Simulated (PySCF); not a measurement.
Consider C$_{8}$H$_{20}$Si$_{3}$ (SMILES CCC1(C2CC2)[SiH2]C[SiH2]C[SiH2]1).

Input

```
{"job": {"kind": "nmr", "xc": "PBE0", "basis": "pcSseg-1"}, "charge": 0, "multiplicity": 1}
C     -1.615749     2.202834     0.215886
C     -0.550370     1.477317    -0.595139
C     -0.420315    -0.040234    -0.318045
C     -1.711096    -0.758071    -0.699526
C     -1.996336    -2.193483    -0.354924
C     -2.817729    -1.101142     0.261353
Si     0.189294    -0.345058     1.464871
C      1.814814     0.572207     1.727840
Si     3.181645     0.029074     0.549690
C      2.574915     0.124909    -1.230556
Si     0.918381    -0.739202    -1.485867
H     -1.403506     2.167183     1.296065
H     -1.674395     3.262427    -0.075710
H     -2.608986     1.755582     0.062996
H      0.422670     1.972657    -0.433169
H     -0.769266     1.614920    -1.671297
H     -2.062262    -0.460922    -1.697339
H     -1.284482    -2.720535     0.285999
H     -2.452855    -2.823460    -1.122540
H     -3.850327    -0.969140    -0.072929
H     -2.664324    -0.884767     1.322228
H     -0.808144     0.089086     2.495714
H      0.429153    -1.808097     1.678563
H      2.149753     0.403439     2.765531
H      1.643715     1.657372     1.622040
H      3.548038    -1.388929     0.863219
H      4.405487     0.872922     0.740089
H      2.480788     1.183432    -1.528564
H      3.328141    -0.327536    -1.897912
H      0.435652    -0.549606    -2.894107
H      1.090719    -2.205726    -1.242642
```

Launched as:

```sh
OMP_NUM_THREADS=2 python probes_run.py task.json out
```

Geometry: PBE0-D3(BJ)/def2-SVP.

The calculation used PBE0/pcSseg-1, SCF density, gas phase, non-relativistic in PySCF.

Predict the electron density and electron localisation function between the atoms.

Answer. C–C (1.53 Å): ρ is about 1.6 e/Å³ halfway; the ELF peaks at about 0.95 between the atoms; a shared electron pair.
C–H (1.10 Å): the density is about 1.9 e/Å³ at the midpoint; the ELF climbs to about 1 towards the hydrogen, as it does in any bond to H (a covalent bond by its length).
C–C (1.55 Å): ρ is about 1.5 e/Å³ halfway; the ELF peaks at about 0.95 between the atoms: localised, covalent bonding.
Si–H (1.50 Å): ρ is about 0.77 e/Å³ halfway; the ELF climbs to about 1 towards the hydrogen.

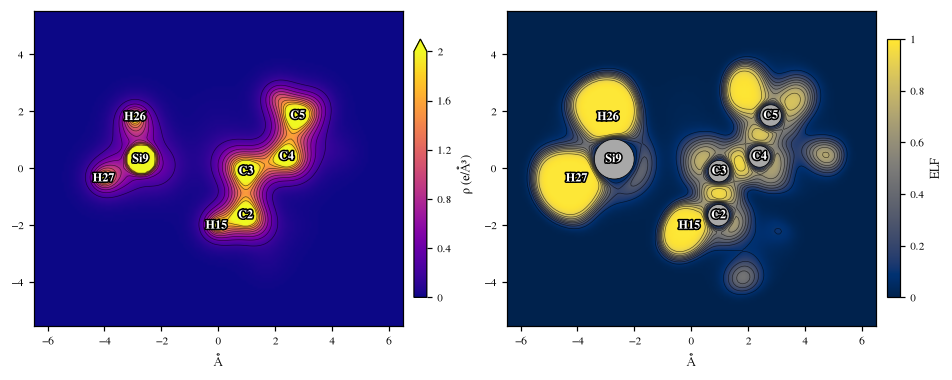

Computed electron density and electron localisation function on the plane of atoms C3, C2 and H15, in this order. Grey discs cover the atomic cores in the ELF map. 
